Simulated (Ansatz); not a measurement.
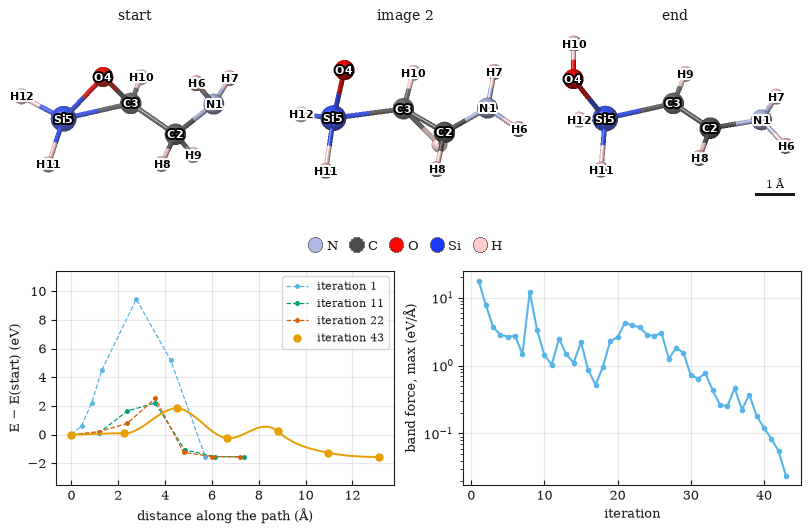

A search for the minimum-energy path of C2H7NOSi by the nudged elastic band. Images are numbered from 0 (start) to 6 (end). The plot follows the band through its iterations. A ball-and-stick model, seen at a tilt.

These are results of RKS PBE0-D4/def2-SVP in Ansatz, not measurements. Settings: 5 movable images; climbing image; force threshold 0.03 eV/Å; iteration limit 60; starting path through a guess of the saddle point.

Q: Judge this run.

A: The run is converged, with reservations. The band converged in 43 iterations. The largest component of the band force went from 18 to 0.024 eV/Å. The climbing image converged on the top of the path. Its vibrational analysis gives one imaginary mode (858i cm⁻¹), as a transition state must have. The first iteration put the highest image at 9.45 eV. Forward barrier 1.83 eV, backward barrier 3.39 eV, with image 2 at the top; the reaction energy is −1.56 eV. The profile has 2 maxima (images 2, 4) with a dip at image 3 (−0.25 eV), so the process runs in steps.

The run took 3.6 min on 2 threads of AMD EPYC 9R45 96-Core Processor (Zen 5), with other jobs on the host, peak memory 0.26 GiB.
